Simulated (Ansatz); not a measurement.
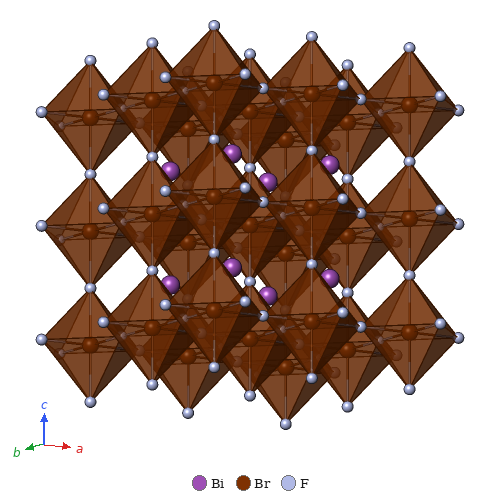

Polyhedra are drawn about Br (bonds: Br–F below 2.6 Å); other atoms are plain spheres.

BiBrF3 (space group Pm-3m, No. 221): the end point of a relaxation with DFT PBE, scalar-relativistic, plane waves, PAW (Ansatz 0.2.0); the starting structure was generated, so it need not be a known form of this composition.

> What figure surrounds each Br atom, and what does it share with the other drawn polyhedra?

Br: BrF6 octahedron, sharing corners with six neighbours.

> How do these polyhedra hang together as a whole?

They form a three-dimensional framework of corner-sharing octahedra.

> How far apart are the centres of linked polyhedra?

Centre to centre across a shared corner: 4.61 Å.
